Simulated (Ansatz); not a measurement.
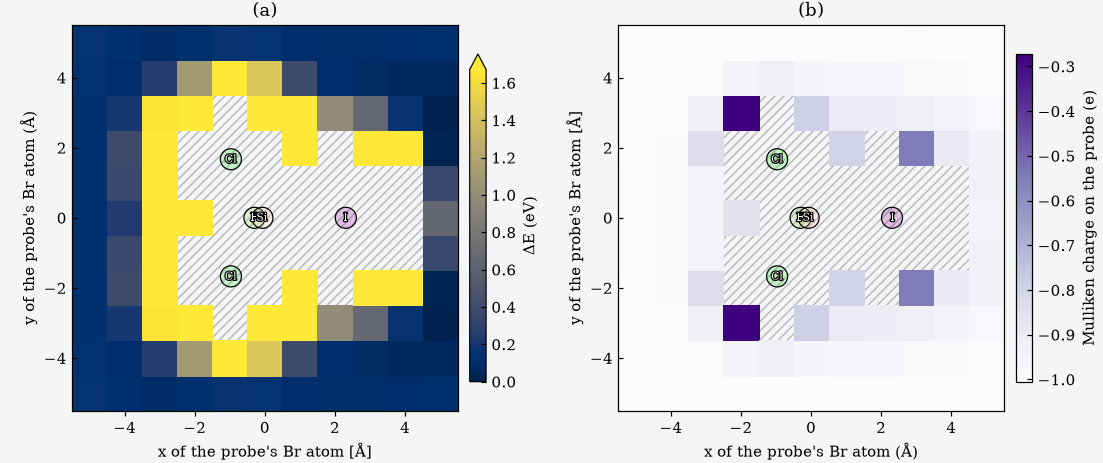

Cl₂FISi (SMILES F[Si](Cl)(Cl)I) with the probe Br-. The probe is moved over the molecule's main plane. Coordinates scanned: (1) x of the probe's Br atom; (2) y of the probe's Br atom. Nothing is relaxed (molecule and probe rigid). Grid: 11 × 11 points; 48 points were computed and 43 follow by symmetry. At 30 points there is no value (left out of the scan, as a rule where atoms come close). All energies are given in eV relative to the lowest grid point. These are results of RHF/def2-SVPD (Ansatz), not measurements.

Panel (a) is the energy and panel (b) the computed Mulliken charge on the probe on the same grid.

The picture shows one coloured cell a grid point, labelled circles for the molecule's atoms, projected on the plane, one colour for all values above the top of the scale, hatched blanks where no value was computed.

Question: How does the Mulliken charge on the probe vary over the map, and what is it at the lowest grid point?

Answer: Leaving out the highest fifth of the energies, it runs from −1.00 e at x of the probe's Br atom = 0 Å, y of the probe's Br atom = −5 Å [nearest 1 Cl at 3.53 Å] to −0.90 e at x of the probe's Br atom = 4 Å, y of the probe's Br atom = −2 Å [nearest 1 I at 2.64 Å]. At the lowest grid point, x of the probe's Br atom = 5 Å, y of the probe's Br atom = −3 Å, it is −0.98 e. That point lies on the edge of the scan.

| y of the probe's Br atom ↓, x of the probe's Br atom → | −5 | −4 | −3 | −2 | −1 | 0 | 1 | 2 | 3 | 4 | 5 |
| --- | --- | --- | --- | --- | --- | --- | --- | --- | --- | --- | --- |
| 5 | −1.00 | −1.00 | −1.00 | −1.00 | −1.00 | −1.00 | −1.00 | −1.00 | −1.00 | −1.00 | −1.00 |
| 4 | −1.00 | −1.00 | −0.99 | −0.95 | −0.92 | −0.96 | −0.97 | −0.97 | −0.98 | −0.99 | −1.00 |
| 3 | −1.00 | −1.00 | −0.93 | −0.27 | – | −0.79 | −0.90 | −0.91 | −0.92 | −0.95 | −0.98 |
| 2 | −1.00 | −0.99 | −0.83 | – | – | – | −0.80 | – | −0.55 | −0.90 | −0.94 |
| 1 | −1.00 | −0.99 | −0.94 | – | – | – | – | – | – | – | −0.94 |
| 0 | −1.00 | −0.99 | −0.95 | −0.86 | – | – | – | – | – | – | −0.95 |
| −1 | −1.00 | −0.99 | −0.94 | – | – | – | – | – | – | – | −0.94 |
| −2 | −1.00 | −0.99 | −0.83 | – | – | – | −0.80 | – | −0.55 | −0.90 | −0.94 |
| −3 | −1.00 | −1.00 | −0.93 | −0.27 | – | −0.79 | −0.90 | −0.91 | −0.92 | −0.95 | −0.98 |
| −4 | −1.00 | −1.00 | −0.99 | −0.95 | −0.92 | −0.96 | −0.97 | −0.97 | −0.98 | −0.99 | −1.00 |
| −5 | −1.00 | −1.00 | −1.00 | −1.00 | −1.00 | −1.00 | −1.00 | −1.00 | −1.00 | −1.00 | −1.00 |
